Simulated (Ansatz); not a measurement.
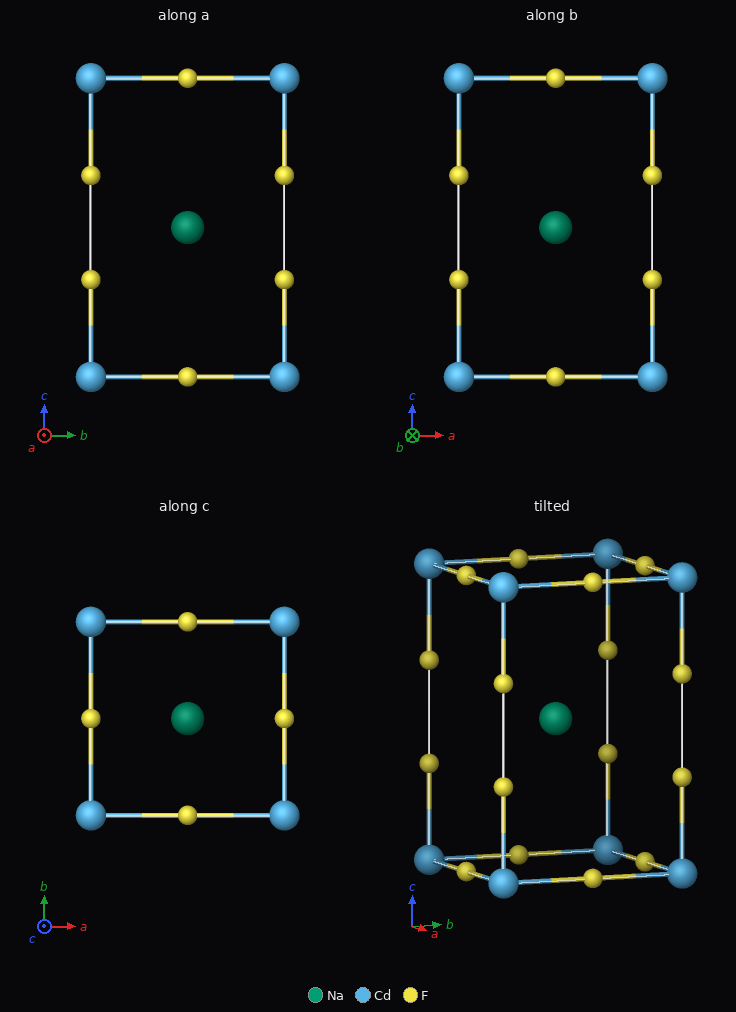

We look at a ball-and-stick model of the crystal along the a axis, along the b axis, along the c axis and slightly off an axis. The conventional unit cell is drawn as a box.

Lattice parameters: a = 4.218 Å, b = 4.218 Å, c = 6.511 Å, α = 90.00°, β = 90.00°, γ = 90.00°. Put a along x and b in the xy plane.

### Reconstruct the structure as a POSCAR file, with free fractional coordinates to two decimals.

```
Na Cd F
1.0
     4.218    0.000    0.000
     0.000    4.218    0.000
     0.000    0.000    6.511
Na Cd F
1 1 4
Direct
  0.50 0.50 0.50
  0.00 0.00 0.00
  0.00 0.00 0.67
  0.50 0.00 0.00
  0.00 0.50 0.00
  0.00 0.00 0.33
```

Starting structure: a structure type filled with these elements by a generator (whether the compound takes this form wasn't checked). The structure drawn was relaxed with Ansatz 0.2.0, DFT PBE, scalar-relativistic, plane waves, PAW.
